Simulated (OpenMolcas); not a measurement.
Ti²⁺ complex: multiconfigurational calculation (part 2 of 2)

The same run, continued: Ti²⁺ with 6 ligands (F; octahedron, 2.116 Å), embedded in KCdF3 by model potentials and point charges, whose field is part of the energies. Method: state-averaged CASSCF, active space 2 electrons in the shell 3d, basis ANO-RCC-VDZP on the metal and ANO-RCC-VDZP on the ligands, DKH2 scalar Hamiltonian, spin-orbit coupling by RASSI with atomic mean-field integrals (OpenMolcas).

### Log (extracts), continued
```
--- RASSI ---
SPIN-FREE ENERGIES:
  (Shifted by EMIN (a.u.) =      -1452.1079427378)

 SF State       Relative EMIN(au)   Rel lowest level(eV)    D:o, cm**(-1)

     1             0.0000000000        0.0000000000              0.0000
     2             0.0000000000        0.0000000000              0.0000
     3             0.0000000000        0.0000000000              0.0000
     4             0.0529564959        1.4410196654          11622.6074
     5             0.0529564959        1.4410196654          11622.6074
     6             0.0529564959        1.4410196654          11622.6074
    11             0.0542737148        1.4768630158          11911.7035
    12             0.0542737148        1.4768630158          11911.7035
    13             0.0542737148        1.4768630158          11911.7035
    14             0.0551513425        1.5007444829          12104.3206
    15             0.0551513425        1.5007444829          12104.3206
     8             0.1064452121        2.8965217812          23362.0237
     7             0.1064452121        2.8965217812          23362.0237
     9             0.1064452130        2.8965218052          23362.0239
    16             0.1101500851        2.9973365099          24175.1493
    10             0.1138823348        3.0988962001          24994.2835
    17             0.1173385790        3.1929453954          25752.8414
    18             0.1173385790        3.1929453954          25752.8414
    19             0.1173385790        3.1929453954          25752.8414
    20             0.1295281494        3.5246405021          28428.1428
    21             0.1295281494        3.5246405021          28428.1428
    22             0.1295281494        3.5246405021          28428.1428
    23             0.1796684836        4.8890285023          39432.6742
    24             0.1796684836        4.8890285023          39432.6742
    25             0.2639684644        7.1829478404          57934.3814
     Dipole printing threshold changed to   1.00000000E+00
Eigenvalues of complex Hamiltonian:
   -----------------------------------
  (Shifted by EMIN (a.u.) =      -1452.1079427378)

 SO State       Relative EMIN(au)   Rel lowest level(eV)    D:o, cm**(-1)

     1            -0.0004026873        0.0000000000              0.0000
     2            -0.0004026873        0.0000000000              0.0000
     3            -0.0003917285        0.0002982040              2.4052
     4            -0.0003917285        0.0002982040              2.4052
     5            -0.0003917285        0.0002982040              2.4052
     6             0.0003741643        0.0211392085            170.4992
     7             0.0003741643        0.0211392086            170.4992
     8             0.0003741643        0.0211392086            170.4992
     9             0.0007575467        0.0315715763            254.6419
    10             0.0525359648        1.4405341082          11618.6911
    11             0.0525359648        1.4405341082          11618.6911
    12             0.0525359648        1.4405341082          11618.6911
    13             0.0526777141        1.4443913052          11649.8015
    14             0.0530993238        1.4558638898          11742.3342
    15             0.0530993238        1.4558638898          11742.3342
    16             0.0530993238        1.4558638898          11742.3342
    17             0.0531047762        1.4560122574          11743.5308
    18             0.0531047762        1.4560122574          11743.5308
    19             0.0545464780        1.4952429603          12059.9478
    20             0.0545464780        1.4952429603          12059.9478
    21             0.0545464780        1.4952429603          12059.9478
    22             0.0551490534        1.5116398727          12192.1978
    23             0.0551490534        1.5116398728          12192.1978
    24             0.1058945471        2.8924951006          23329.5463
    25             0.1062036826        2.9009071071          23397.3937
    26             0.1062036830        2.9009071190          23397.3938
    27             0.1062036830        2.9009071190          23397.3938
    28             0.1066804532        2.9138806972          23502.0328
    29             0.1066804537        2.9138807091          23502.0329
    30             0.1066804537        2.9138807091          23502.0329
    31             0.1066937871        2.9142435299          23504.9592
    32             0.1066937877        2.9142435459          23504.9594
    33             0.1102126889        3.0099977251          24277.2689
    34             0.1138126397        3.1079573780          25067.3668
    35             0.1138126397        3.1079573780          25067.3668
    36             0.1138126397        3.1079573780          25067.3668
    37             0.1174337477        3.2064927471          25862.1081
    38             0.1174337477        3.2064927471          25862.1081
    39             0.1174337477        3.2064927471          25862.1081
    40             0.1295314685        3.5356885005          28517.2509
    41             0.1295314685        3.5356885005          28517.2509
Weights of the five most important spin-orbit-free states for each spin-orbit state.

 SO State  Total energy (au)           Spin-free states, spin, and weights
 -------------------------------------------------------------------------------------------------------
    1        -0.000403       2 1.0  0.5794    3 1.0  0.4045    1 1.0  0.0157    6 1.0  0.0002   15 0.0  0.0001
    2        -0.000403       1 1.0  0.6507    3 1.0  0.2619    2 1.0  0.0870    4 1.0  0.0002    5 1.0  0.0001
    3        -0.000392       2 1.0  0.4998    3 1.0  0.4957    1 1.0  0.0043   12 0.0  0.0001    4 1.0  0.0000
    4        -0.000392       1 1.0  0.4967    2 1.0  0.3155    3 1.0  0.1876    6 1.0  0.0000   13 0.0  0.0000
    5        -0.000392       1 1.0  0.4988    3 1.0  0.3165    2 1.0  0.1845    6 1.0  0.0000   11 0.0  0.0000
    6         0.000374       3 1.0  0.4924    2 1.0  0.4884    1 1.0  0.0191    5 1.0  0.0000    4 1.0  0.0000
    7         0.000374       3 1.0  0.4993    1 1.0  0.4889    2 1.0  0.0117    5 1.0  0.0000    6 1.0  0.0000
    8         0.000374       2 1.0  0.4998    1 1.0  0.4918    3 1.0  0.0083    4 1.0  0.0000    6 1.0  0.0000
    9         0.000758       1 1.0  0.3333    3 1.0  0.3333    2 1.0  0.3333   16 0.0  0.0000    7 1.0  0.0000
   10         0.052536       6 1.0  0.4312    5 1.0  0.4292   11 0.0  0.1357    4 1.0  0.0022   12 0.0  0.0008
   11         0.052536       6 1.0  0.4313    4 1.0  0.4292   13 0.0  0.1364    5 1.0  0.0021   11 0.0  0.0007
   12         0.052536       5 1.0  0.4313    4 1.0  0.4312   12 0.0  0.1363   11 0.0  0.0008   10 1.0  0.0002
```

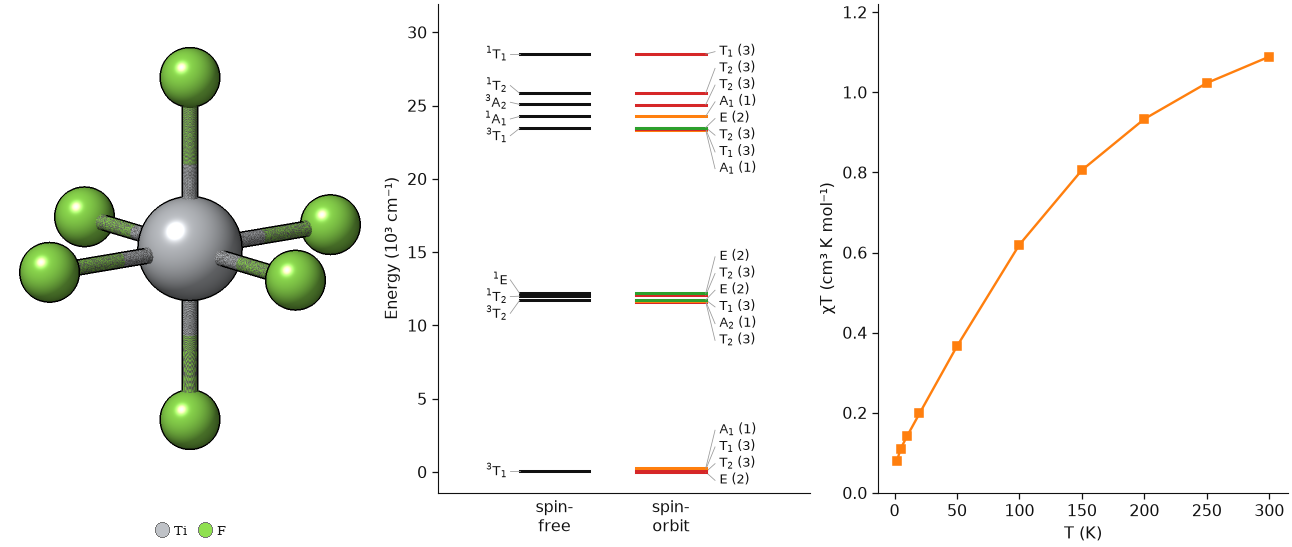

Ti²⁺ (3d²) as a dopant in KCdF₃, a cluster with its 6 nearest F⁻ at 2.116 Å (octahedron) embedded in model potentials and point charges; the geometry was set, not optimised, and its levels and susceptibility. Labels give the representation in O, Td, D4 or D3 as the site allows (double group for half-integer spin) where it could be assigned and, in brackets, the degeneracy; spin-free states, where drawn, share the zero of the spin-orbit levels. Powder susceptibility by Van Vleck's formula. The ground level is E, doubly degenerate, 100 % from states of spin multiplicity 3. Its principal g values are all close to zero. The next level lies at 2.4 cm⁻¹ (T₂). The lowest spin-free state is ³T₁, from the free-ion F term; of the same spin there follow at 11,600 cm⁻¹ (³T₂), 23,400 cm⁻¹ (³T₁) and 25,000 cm⁻¹ (³A₂) above it. χT is 0.0806 cm³ K mol⁻¹ at 2 K and 1.09 at 300 K, an effective moment of 2.95 μB. The active orbitals hold 92 to 96 % metal character (Löwdin), and the Mulliken charge of the metal is +1.55.

Outcome of the run: converged.
